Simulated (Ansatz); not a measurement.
# The perfect Al wire along [111], 7 atoms a period, part 2 of 2

What gap, if any, does the Al wire along [111], 7 atoms a period have, and how many channels would it open?

Ansatz 0.2.0; DFT PBE, plane waves, PAW; relaxation of a wire's period; PAW set soft_1 (the session's first sound run).

So far: Set-up; Relaxing the period.

## 2. Relaxing the period (continued)

Step by step:

| step | energy less that of the first step (eV) | largest force component (eV/Å) | pressure (GPa) | volume (Å³) |
| --- | --- | --- | --- | --- |
| 1 | 0.0000 | 0.8414 | -1.24 | 682.44 |
| 2 | -0.7779 | 0.2584 | -0.67 | 649.01 |
| 3 | -1.1083 | 0.2559 | -0.22 | 616.13 |
| 4 | -1.0986 | 0.1453 | 0.13 | 582.84 |
| 5 | -1.1705 | 0.0296 | -0.06 | 600.28 |
| 6* | -1.1694 | 0.0296 | -0.06 | 600.28 |

Relaxation steps marked * repeat the geometry before them on a plane-wave basis chosen anew for their cell, so energy and pressure can jump there. Relaxation step 4 was tried and not accepted.

The run keeps the 4 symmetry operations that it works with, so distortions that break them were not tested.

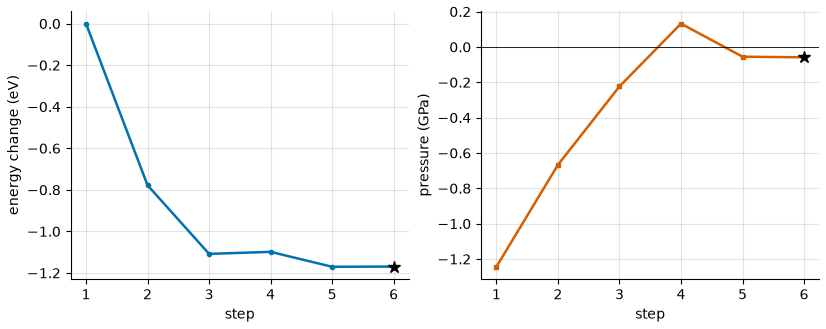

Energy and pressure along the relaxation. Stars mark steps on a basis chosen anew.

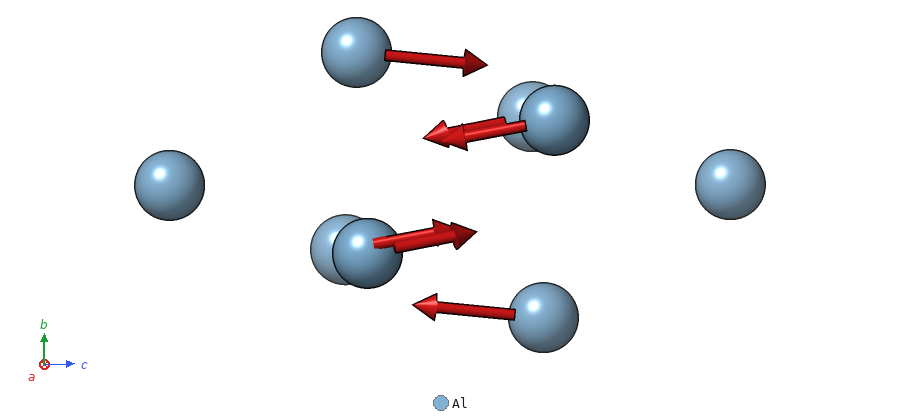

Displacements in the relaxation, exaggerated, measured against the changing cell; the longest in the cell stands for 0.03 Å. Some periodic images of atoms are drawn too.

| cell as run | before | after | change |
| --- | --- | --- | --- |
| c (Å) | 6.997 | 6.155 | -12.0 % |

The atoms that moved most (Å, along periodic axes as changes of fractional coordinates times the final cell, across vacuum about the mean position):

| atom | dx | dy | dz | length |
| --- | --- | --- | --- | --- |
| Al3 | 0.000 | -0.003 | 0.033 | 0.034 |
| Al6 | 0.000 | 0.003 | -0.033 | 0.034 |
| Al2 | 0.004 | 0.005 | 0.027 | 0.028 |
| Al4 | -0.004 | 0.005 | 0.027 | 0.028 |
| Al5 | 0.004 | -0.005 | -0.027 | 0.028 |
| Al7 | -0.004 | -0.005 | -0.027 | 0.028 |

This step gave:

```yaml
energy_at_zero_smearing: -3756.1264 eV
cell_length_along_the_wire: 6.155 Å
```

The cell's length comes to 6.155 Å with spin left out. That is -12 % against the start, more than a small adjustment.

The cell shrank by 12.0 % in its periodic edges. From the first step to the last the energy fell by 1.169 eV, across changes of basis, and the largest move was 0.034 Å (Al3 and 1 other atom alike).

## 3. Bands of the perfect wire

This step: DFT PBE, plane waves, PAW; bands of a perfect wire; PAW set soft_1 (Ansatz 0.2.0).

At the relaxed period the bands are computed along the axis; those that cross an energy going forward count the channels that a perfect wire would open there.

File input.yaml:

```yaml
crystal:
  lattice:
    - [9.657, 0.0, 0.0]
    - [0.0, 10.099, 0.0]
    - [0.0, 0.0, 6.1550762585]
  atoms:
    - { symbol: Al, position: [0.499985057, 0.499982483, 0.0] }
    - { symbol: Al, position: [0.352482709, 0.418837251, 0.337737272] }
    - { symbol: Al, position: [0.499985057, 0.662970435, 0.338759629] }
    - { symbol: Al, position: [0.647487405, 0.418837251, 0.337737272] }
    - { symbol: Al, position: [0.352482709, 0.581127715, 0.662262728] }
    - { symbol: Al, position: [0.499985057, 0.336994531, 0.661240371] }
    - { symbol: Al, position: [0.647487405, 0.581127715, 0.662262728] }
kpoints:
  mp_grid: { grid: [1, 1, 13] }
  band_path: { path: ["Γ", Z], npoints: 90 }
scf:
  occupations: { method: fermi_dirac, width: 0.05 }
hamiltonian:
  xc: pbe
  pseudopotentials: { kind: paw, azcp: { folder: soft_1 } }
output:
  dos: { e_range: [-5, 4] }
  write_potential: true
  write_density: true
  volumetric_format: npy
```

The run is started by

```console
$ ansatz run input.yaml --threads 4 --pin off --max-ram 16384MiB --backend cpu --events-out ev --progress --plain --runs-dir out
```

Numbers of over 12 decimals in the logs are rounded to 6 here.

What it wrote:

```text
[...]
Crystal: 7 atoms, lattice volume = 600.280 Å³
Basis set: ecut = 420 eV, 11741 PW (Γ)
Bands: 18, of which v1, the nominal top of the filled ones, is band 11 counted from 1 (10 counted from 0)
Symmetry: 4 space group operations
[...]
k-points: 7 of 13
[...]
SCF iter   1: F=—  HF=-3758.650847 eV  |F-HF|=—  |Δ(HF+E_count)|=         —  Δρ=1.82e-2  dr2=9.04e0  ethr=3.10e-3  ⟨swp⟩=10.7  Hψ=1007  notcnv=0  defer=2
[...]
SCF iter   9: F=-3756.122892 eV  HF=-3756.122892 eV  |F-HF|=1.36e-8  |Δ(HF+E_count)|=   1.79e-8  Δρ=9.91e-7  dr2=2.59e-8  ethr=4.76e-10  ⟨swp⟩=11.9  Hψ=629  notcnv=0
SCF 1 converged in 9 iterations: F = -3756.122892 eV  dr2 = 2.59e-8
[...]
NSCF: frozen V_eff on 91 k-points
WARN: The output density's exchange-correlation potential varies sharply where the density is thin. Do not read a vacuum level from v_tot or v_xc, or from such a field of the output density. On a cell that repeats whose density bears no net charge and no dipole along the vacuum's axis use v_es (v_loc + v_h of the components); under efield.dipole_correction with no amplitude use v_es + v_field, which holds any externa [...]
SCF converged after 9 iterations
Free energy (F): -3756.122892 eV
[...]
Internal energy: -3756.109497 eV  (E = F + TS)
E sigma→0 (E₀):  -3756.116195 eV
Entropy (-TS):   -0.013395 eV (-1.914 meV/atom)
Fermi energy:    -1.589650 eV
[...]
--- Band table (eV; the first three rows and the last of 7) ---
  k-point 0: bands = [... 7 lower, -3.0559, -2.4699, -2.4586, -2.3089, -2.2949, -0.7905, -0.2591, -0.2147, ... 3 higher]
  k-point 1: bands = [... 7 lower, -3.0413, -2.7320, -2.7196, -1.9454, -1.9374, -0.8222, -0.2725, -0.2265, ... 3 higher]
  k-point 2: bands = [... 7 lower, -2.9980, -2.9101, -2.8841, -1.4871, -1.4809, -0.9117, -0.2950, -0.2465, ... 3 higher]
  k-point 6: bands = [... 7 lower, -2.8964, -2.8586, -2.4574, -1.4163, -1.0451, -0.9930, -0.5926, 0.5903, ... 3 higher]
```

Wall time 16 s (4 threads of Arm Neoverse N1, shared host); peak memory 0.86 GiB; 60 s of CPU time.

In the SCF lines HF is the Harris–Foulkes energy and dr2 the Hartree energy of the density residual, in eV; the loop may stop once dr2 is under the threshold and the program's other checks hold. Hψ counts applications of the Hamiltonian.

This step gave:

- energy at zero smearing: -3756.1162 eV
- band gap: 0 eV

Electronic bands along the path, in eV, zero at the Fermi level:

| point | band 7 | band 8 | band 9 | band 10 | band 11 | band 12 | band 13 | band 14 |
| --- | --- | --- | --- | --- | --- | --- | --- | --- |
| Γ | -1.91 | -1.47 | -0.88 | -0.87 | -0.72 | -0.71 | 0.80 | 1.33 |
| Z | -1.67 | -1.30 | -1.27 | -0.82 | 0.16 | 0.54 | 0.59 | 0.92 |

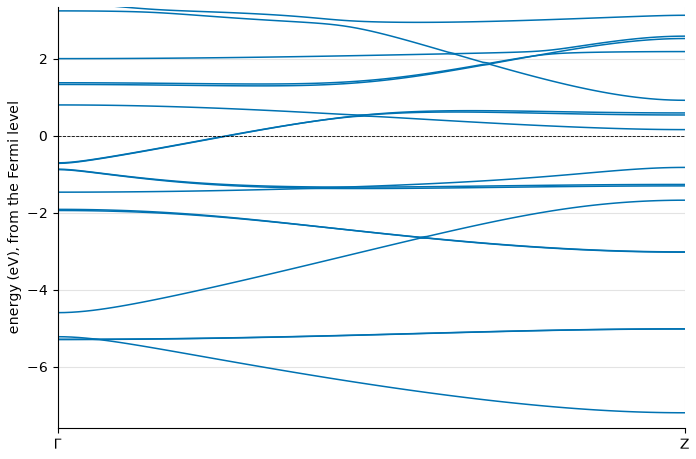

Electronic bands along the path.

Between Γ and Z the bands cross the Fermi level 2 times, so a perfect wire would conduct at least 2 G₀, with spin left out.

## 4. Summary of results

- cell length, PBE: 6.155 Å
- ballistic conductance by band crossings, a lower bound, PBE: 2 G₀

Under PBE the cell's length is 6.16 Å, and the bands cross the Fermi level 2 times between Γ and Z, which gives a perfect wire at least 2 G₀ (opposite crossings within one step of the path cancel in such a count).

[Logs are printed without paths, hosts, clocks, repeated set-up lines and the standing remarks that a program may print on its own settings, such as how far it seeks lower states.]

[Hosts, paths, dates, database ids (printed as entryN), source tags and the programs' standing remarks are cut or masked in the printed files.]
